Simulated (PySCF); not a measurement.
RbCl

```yaml
atoms:
  - { symbol: Rb, position_ang: [0.0000, 0.0000, -0.8360] }
  - { symbol: Cl, position_ang: [0.0000, 0.0000, 2.0300] }
```

Core potentials replace the inner electrons of Rb.

Method: PBE0/def2-SVPD, non-relativistic Hamiltonian with scalar-relativistic core potentials where named, at a bond length of 2.866 Å (PySCF 2.14.0).

> What will maps of the electron density and electron localisation function show?

Rb–Cl (2.87 Å): ρ is about 0.19 e/Å³ halfway; the ELF peaks at about 0.85 in the valence shell of Cl, 0.8 Å from its nucleus, and is about 0.10 at the midpoint: a largely ionic contact.

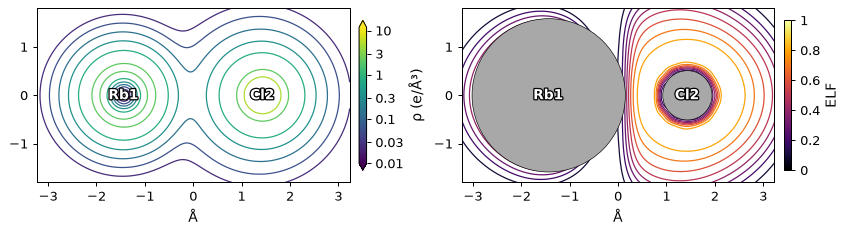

Computed electron density and electron localisation function on a plane that holds the molecular axis, in this order. Grey discs cover the atomic cores in the ELF map. 
